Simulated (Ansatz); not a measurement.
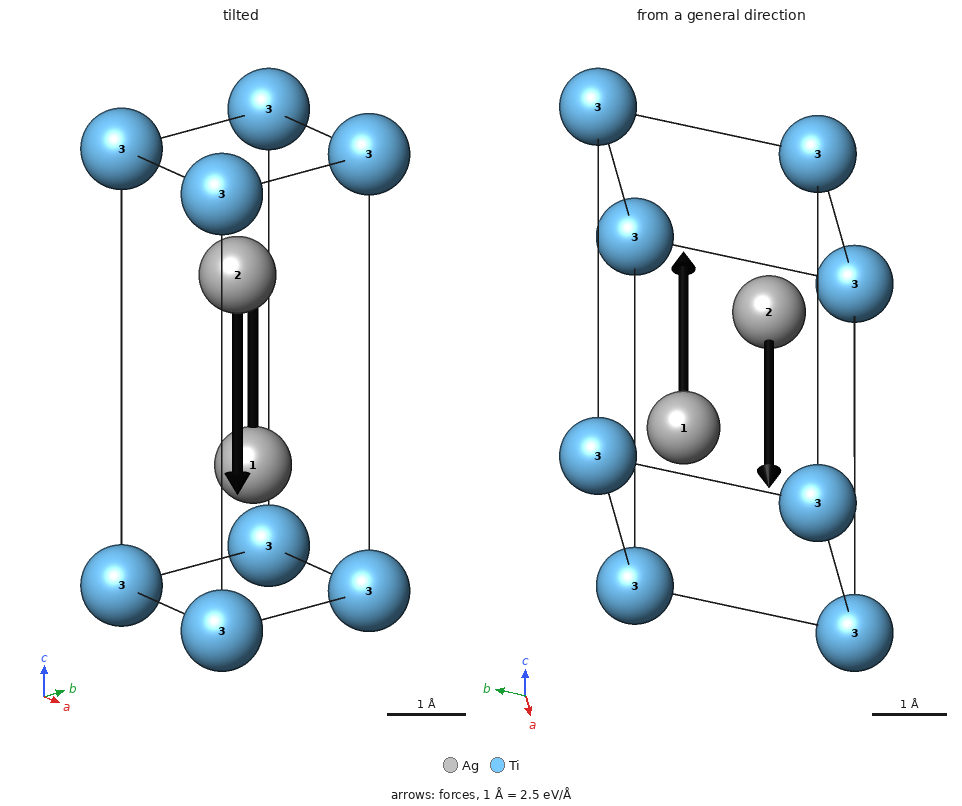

Shown here is a spheres-only view of the crystal, taken slightly off an axis and from a general direction. The edges of the simulation cell are marked. The arrows are the computed forces on the atoms.

System: TiAg$_{2}$. Theory: DFT, PAW plane waves, r2SCAN in Ansatz 0.2.0. Numerical settings: a plane-wave cutoff of 500 eV, a 12×12×6 k-point grid, Fermi-Dirac smearing of 0.1 eV, no spin polarisation.

> Judging by the arrows, is the geometry relaxed?

No. The atoms still feel forces of up to about 6.1 eV/Å, far above a usual threshold of 0.01 to 0.03 eV/Å.

> Find the atom with the largest force.

Ag1 and Ag2, about 6.1 eV/Å.

Provenance: a generated cell, made by putting these elements into a known structure type (the compound may or may not exist in this form); not relaxed. An electronic-structure calculation with Ansatz was run on it.
